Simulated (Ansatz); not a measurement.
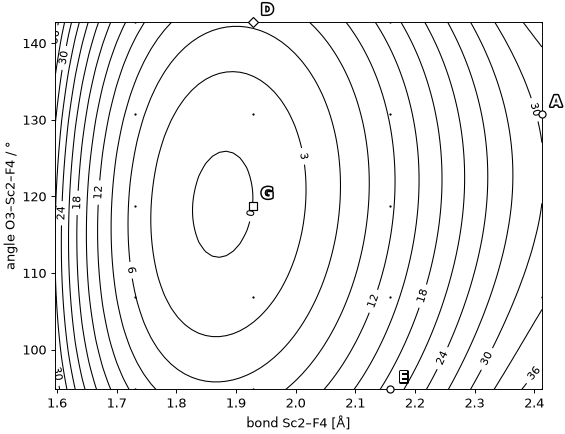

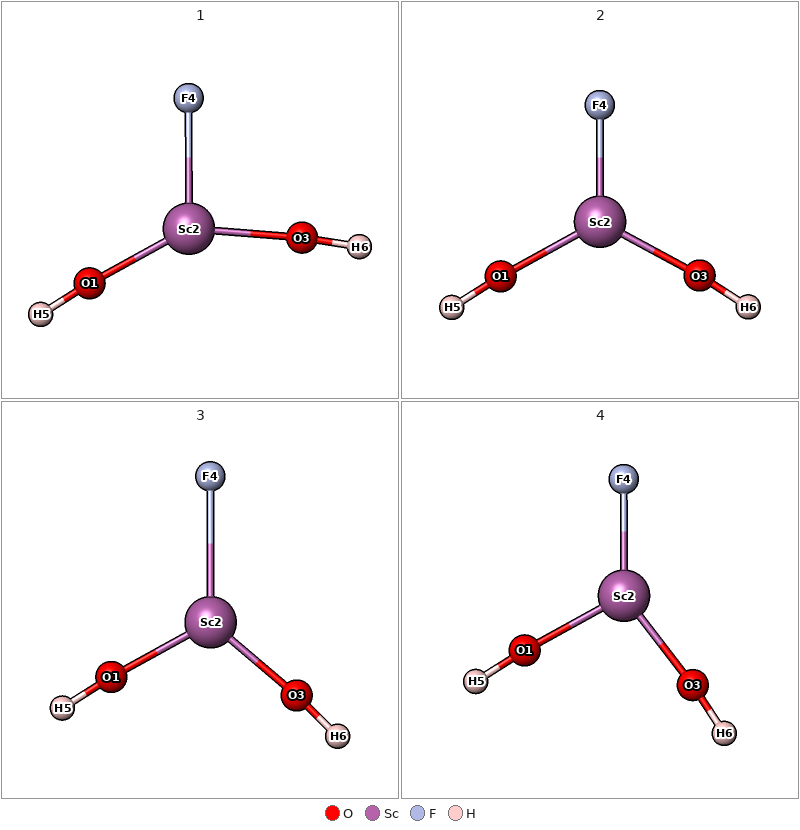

FH2O2Sc, SMILES [OH][Sc]([OH])[F]. Two internal coordinates are moved rigidly from the geometry relaxed at PBE0-D4/def2-TZVP, all others fixed. Coordinates scanned: (1) bond Sc2–F4; (2) angle O3–Sc2–F4. Grid: 5 × 5 points. Energies: kcal/mol, counted from the lowest grid point. Method: RKS PBE-D4/def2-TZVPP (Ansatz).

The picture shows contour lines labelled in kcal/mol, dots at the grid points, lettered points. Between grid points the surface is interpolated. The numbered pictures are the structures at these points, in random order.

**Which structure belongs to which point?**

A is structure 3: bond Sc2–F4 = 2.413 Å, angle O3–Sc2–F4 = 130.8°, 30.5 kcal/mol; D is structure 4: bond Sc2–F4 = 1.928 Å, angle O3–Sc2–F4 = 142.8°, 6.5 kcal/mol; E is structure 1: bond Sc2–F4 = 2.158 Å, angle O3–Sc2–F4 = 94.8°, 19.2 kcal/mol; G is structure 2: bond Sc2–F4 = 1.928 Å, angle O3–Sc2–F4 = 118.8°, 0.0 kcal/mol.
